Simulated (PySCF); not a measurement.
C4H13Si2 (SMILES CC[SiH2][C@H](C)[SiH2]) (doublet)

```xyz
19

C    -2.1967   -1.0707    0.8837
C    -1.6730   -0.9357   -0.5403
Si   -0.5217    0.5585   -0.7865
C     0.8583    0.5601    0.5285
C     1.8475    1.7010    0.2896
Si    1.7629   -1.1125    0.5799
H    -2.8821   -1.9129    0.9696
H    -1.3738   -1.2338    1.5774
H    -2.7274   -0.1700    1.1855
H    -1.1523   -1.8547   -0.8140
H    -2.5172   -0.8442   -1.2240
H    -1.3022    1.8048   -0.7042
H     0.0754    0.4812   -2.1279
H     0.3943    0.7248    1.5064
H     1.3368    2.6634    0.2963
H     2.6203    1.7219    1.0580
H     2.3360    1.5914   -0.6768
H     2.6900   -1.2230    1.7067
H     2.4152   -1.4405   -0.6849
```

Geometry: GFN2-xTB.

Level of theory: UKS B3LYP, pcH-1 on C H Si, non-relativistic, mean-field spin-orbit, GIAO (PySCF 2.14.0, density-fitted response routines).

Q: What can the converged electron density, electron localisation function and spin density tell about the bonding?

A: C–C (1.53 Å): ρ at the midpoint is about 1.5 e/Å³; the ELF peaks at about 0.95 between the atoms (a shared electron pair).
C–Si (1.90 Å): ρ at the midpoint is about 0.9 e/Å³; the ELF peaks at about 0.95 between the atoms, as expected for localised, covalent bonding.
C–H (1.09 Å): ρ at the midpoint is about 2 e/Å³; the ELF climbs to about 1 towards the hydrogen, as it does in any bond to H.
The unpaired spin (1 electron) lies mostly on Si6 (about 0.8), in electrons by Hirshfeld's partition.

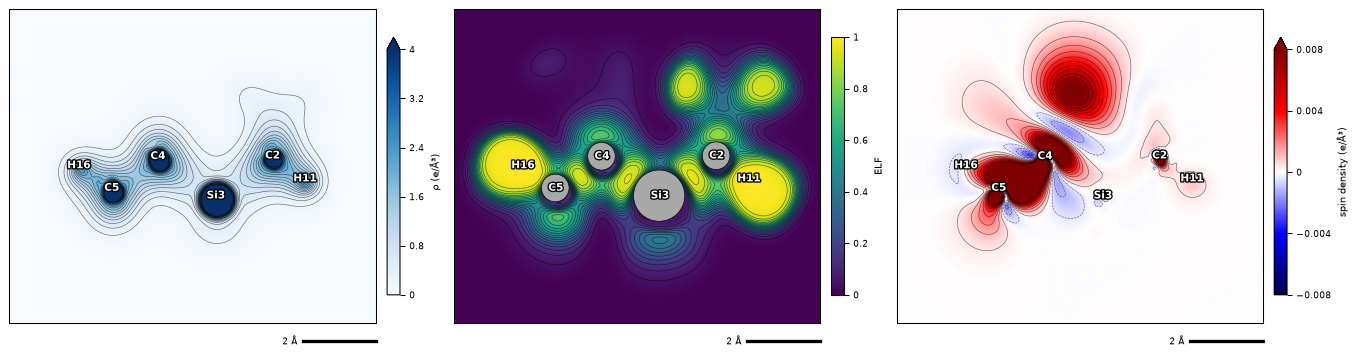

Computed electron density, electron localisation function and spin density on the plane of atoms C4, C5 and H16, in this order. Grey discs cover the atomic cores in the ELF map. 
